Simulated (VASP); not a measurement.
Band structure of CoAl (relaxed from the zinc blende structure, space group F-43m). Level of theory: r2SCAN meta-GGA, VASP's PBE PAW potentials (set 64) (plane waves; VASP 6.6.1).

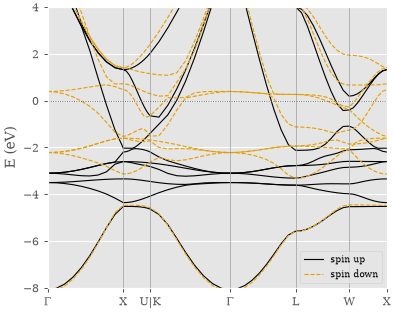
*Bands along high-symmetry lines, zero at the valence-band maximum or, without a gap, the Fermi level*

Read the plot: is there a gap, and where are the band edges?

It has no gap at this level: it comes out as a metal or semimetal.

The structure was generated: CoAl was put into the zinc blende type (F-43m), which need not be its known phase. It was relaxed first, which changed the volume by -8 %.
